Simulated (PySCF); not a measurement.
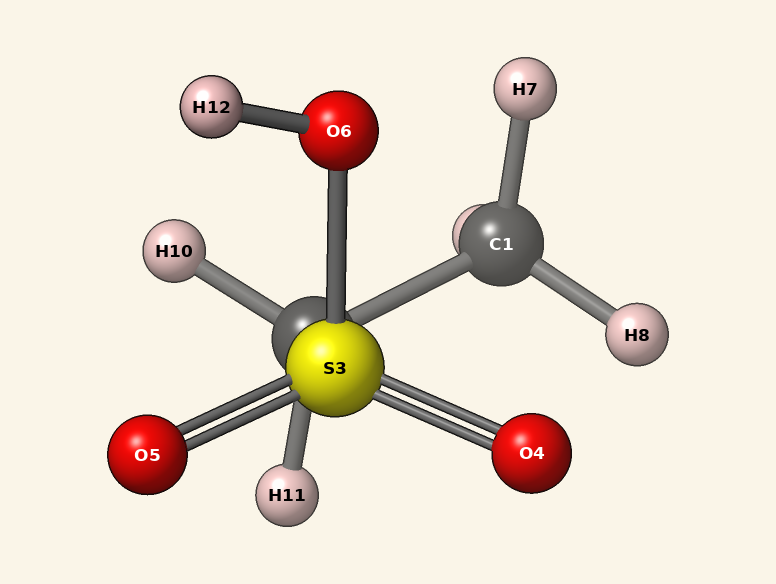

C2 lies behind S3. The molecule seen nearly along the S3–C2 bond, S3 in front. Depth is shown by fading: the farther an atom, the more it takes the colour of the background. The geometry was computed by an optimisation with PBE0-D3(BJ)/def2-SVP. No frequency run is at hand to confirm it as a minimum.

What is the torsion angle O6–S3–C2–C1? The sign is positive where the front bond must turn clockwise to cover the back bond.

Answer. 66°, synclinal (gauche). The bonds about S3–C2 are staggered.
